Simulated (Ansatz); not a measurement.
The figure comes from a scan of Al₂Cu (Al2Cu type, space group I4/mcm): one Al atom of a 6-atom cell moves by s along Cartesian x, with its periodic images. All values below come from PBE (plane waves to 420 eV, PAW, scalar-relativistic; Ansatz, a program for electronic structure). k mesh 10×10×10 (Γ-centred), Fermi-Dirac smearing 0.05 eV. Energies are smeared free energies. With partly filled bands, energies and forces of such displacements shift with the k mesh and the smearing. Al2Cu is run without spin polarisation. Al2Cu was relaxed with its symmetry unable to fall. The zero of ΔE is the undisplaced structure.

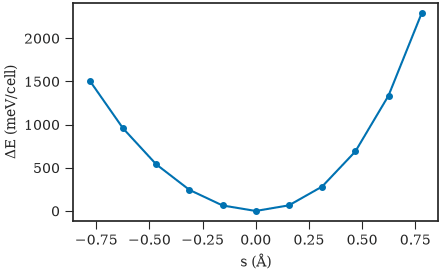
Figure. ΔE (meV/cell) against s (Å); computed points joined by lines.

Problem. Turn the plot into a table (rounded to what can be read).

Solution. To the nearest 50:

```csv
s (Å),ΔE (meV/cell)
-0.780,1500
-0.624,950
-0.468,550
-0.312,250
-0.156,50
0.000,0
0.156,50
0.312,300
0.468,700
0.624,1350
0.780,2300
```

(A displaced cell: forces are minus the slopes of the energy, force constants its curvatures, and phonons follow from these.)
